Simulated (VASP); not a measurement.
Band structure of BaGaH5 (space group Pmn2_1). Calculation: r2SCAN meta-GGA, VASP's PBE PAW potentials (set 64) (plane waves; VASP).

The path is coarsely sampled, so an indirect gap can come out somewhat too large. Unless said otherwise, spin-orbit coupling is left out, though it shifts the bands of the heavy elements here.

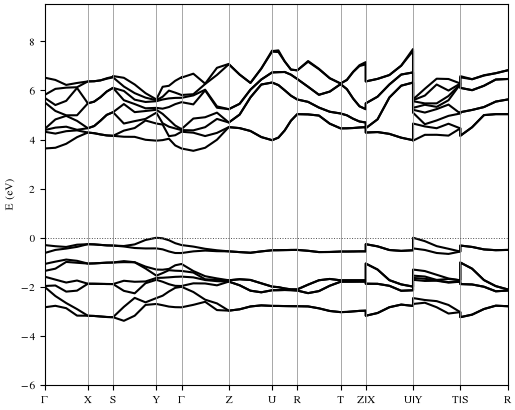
Figure. Bands along high-symmetry lines, zero at the valence-band maximum or, without a gap, the Fermi level

Read the plot: is there a gap, and where are the band edges?

The gap is indirect, 3.54 eV, from the valence maximum at Y to the conduction minimum at Γ-Z at 0.25.

The structure comes from a computed database's BaGaH5 entry (Pmn2_1); how it stands against other phases isn't given here. It was relaxed first.
